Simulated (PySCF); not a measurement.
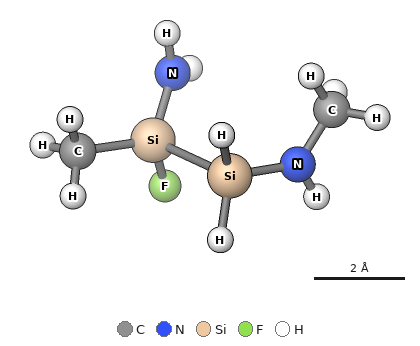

Figure 1. The structure (ball-and-stick view, seen at a tilt).

# EPR calculation, with input and output: C2H11FN2Si2 (charge +1)

The run: EPR calculation of C2H11FN2Si2, charge +1, multiplicity 2. Method and program: UKS B3LYP, pcH-1 on C F H N Si, non-relativistic, mean-field spin-orbit, GIAO (PySCF 2.14.0).

It belongs to a series of runs on one base structure; here: electron removed.

Log
```
UKS, coarse grid
  cycle   1  E = -870.93642583  |g| = 5.71e-01
  cycle   2  E = -870.76231223  |g| = 9.04e-01
  cycle   3  E = -871.05583012  |g| = 8.40e-02
  cycle   4  E = -871.05767927  |g| = 5.50e-02
  cycle   5  E = -871.05894721  |g| = 2.12e-02
  cycle   6  E = -871.05913868  |g| = 9.11e-03
  cycle   7  E = -871.05917826  |g| = 2.14e-03
  cycle   8  E = -871.05918233  |g| = 1.65e-03
  cycle   9  E = -871.05918410  |g| = 5.46e-04
UKS, final grid
  cycle   1  E = -871.05919228  |g| = 9.71e-04
  cycle   2  E = -871.05919040  |g| = 2.26e-03
  cycle   3  E = -871.05919272  |g| = 1.87e-04
  cycle   4  E = -871.05919274  |g| = 7.68e-05
  cycle   5  E = -871.05919274  |g| = 3.90e-05
  cycle   6  E = -871.05919274  |g| = 9.88e-06
E = -871.05919274 Eh   <S^2> = 0.7564 (exact 0.7500)
g shifts (ppm)      1          2          3
  rmc          -201       -201       -201
  gc             15         34         33
  oz_so         130       1638       4119
  total         -56       1472       3952
hyperfine (MHz)  atom isotope    a_iso     a_fc   dipolar eigenvalues
    0   13C     -14.70     -14.72     -3.00     -0.17      3.17
    1   14N      17.67      17.64    -19.76    -19.58     39.35
    2  29Si       7.49       7.49    -36.98     18.22     18.76
    3  29Si     -57.44     -57.56    -46.24     21.83     24.41
    4   13C      48.75      48.75     -9.61     -9.34     18.95
    5   14N       9.76       9.74     -6.69     -6.54     13.24
    6   19F      32.08      31.32    -47.73    -41.83     89.56
    7    1H      71.71      71.71     -3.74     -2.15      5.89
    8    1H      65.40      65.40     -3.22     -2.24      5.46
    9    1H       0.12       0.11     -2.53     -1.63      4.16
   10    1H     -28.01     -28.06    -22.53     -5.55     28.07
   11    1H      72.25      72.24     -2.80     -1.40      4.20
   12    1H      92.18      92.17     -2.92     -1.16      4.08
   13    1H      27.58      27.58     -4.86     -0.84      5.70
   14    1H      -5.95      -5.95     -4.82     -0.81      5.62
   15    1H      -6.49      -6.50     -5.19     -0.64      5.83
   16    1H      -6.95      -6.97     -8.28     -1.53      9.81
   17    1H      -8.24      -8.27     -7.81     -2.06      9.87
```

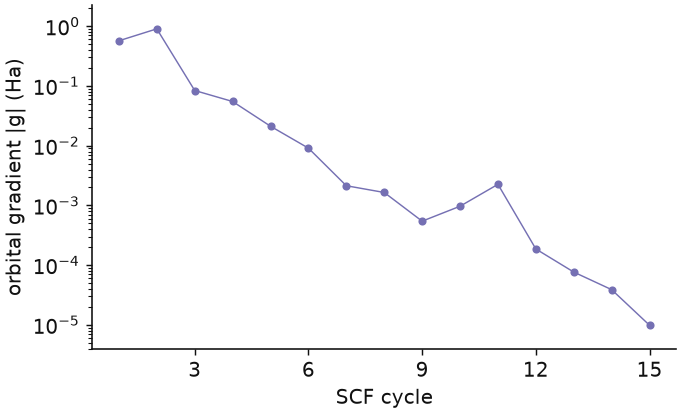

Figure 2. Convergence of the self-consistent field: orbital gradient |g| against the SCF cycle. All cycles printed in the log are drawn one after another.

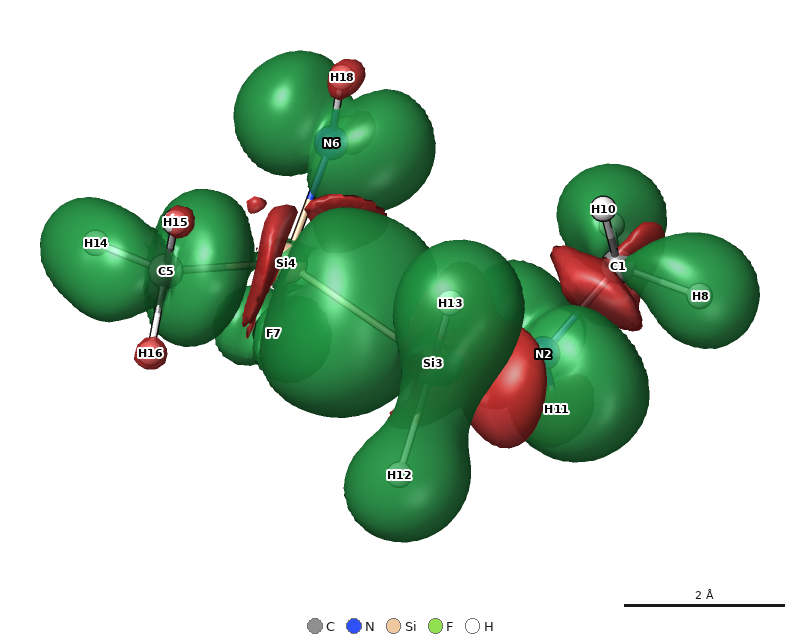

Figure 3. Isosurfaces of the spin density at +0.004 (green) and −0.004 e/Å³ (red), seen at a tilt. The unpaired spin (1 electron) lies mostly on N2 (about 0.3), Si4 (about 0.2), Si3 (about 0.2), N6 (about 0.1) and C5 (about 0.1), in electrons by Hirshfeld's partition.

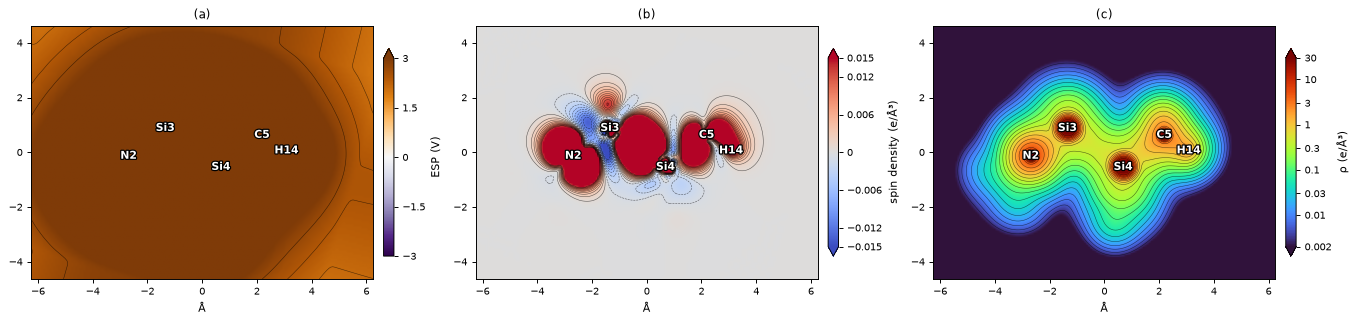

Figure 4. (a) molecular electrostatic potential; (b) spin density; (c) total electron density on the plane of atoms N2, Si3 and Si4. Atoms in the plane: N, Si, C and H. Si–N (1.70 Å): ρ is about 1.1 e/Å³ halfway. C–Si (1.89 Å): ρ at the midpoint is about 0.94 e/Å³. C–H (1.09 Å): ρ is about 2 e/Å³ halfway. The unpaired spin (1 electron) lies mostly on N2 (about 0.3), Si4 (about 0.2), Si3 (about 0.2), N6 (about 0.1) and C5 (about 0.1), in electrons by Hirshfeld's partition. The potential has no marked negative region in this plane.

This output came from the following input.

Input file
```
{"job": {"kind": "epr", "basis": "pcH-1"}, "charge": 1, "multiplicity": 2}
C      2.506715     1.158400     0.609157
N      1.975173     0.538031    -0.584939
Si     0.966604    -0.823882    -0.692819
Si    -1.359419    -0.071122    -0.257585
C     -2.466654    -1.600134    -0.337261
N     -1.404966     0.961386     1.083884
F     -1.555341     0.904797    -1.511046
H      3.585856     1.286340     0.511340
H      2.060735     2.141728     0.770166
H      2.309016     0.530644     1.473608
H      2.168524     1.092018    -1.409625
H      0.986029    -1.304600    -2.066499
H      1.224433    -1.720911     0.430008
H     -3.508052    -1.287156    -0.362406
H     -2.332063    -2.242883     0.527065
H     -2.275335    -2.186820    -1.232463
H     -1.495077     1.962333     0.991699
H     -1.394938     0.668148     2.046057
```

The first line tells a small driver script what to run in PySCF; the rest is the geometry in Å.

Launched with:
```bash
OMP_NUM_THREADS=1 python <driver script> task.json out
```

Key numbers

```json
{"quantity": "outcome", "value": "converged"}
{"quantity": "total energy", "value": "−871.059193 hartree"}
{"quantity": "⟨S²⟩", "value": "0.756"}
{"quantity": "isotropic g", "value": "2.0041"}
{"quantity": "hardware", "value": "1 CPU thread, shared host"}
{"quantity": "wall time", "value": "2 min"}
{"quantity": "peak memory", "value": "1.1 GiB"}
```
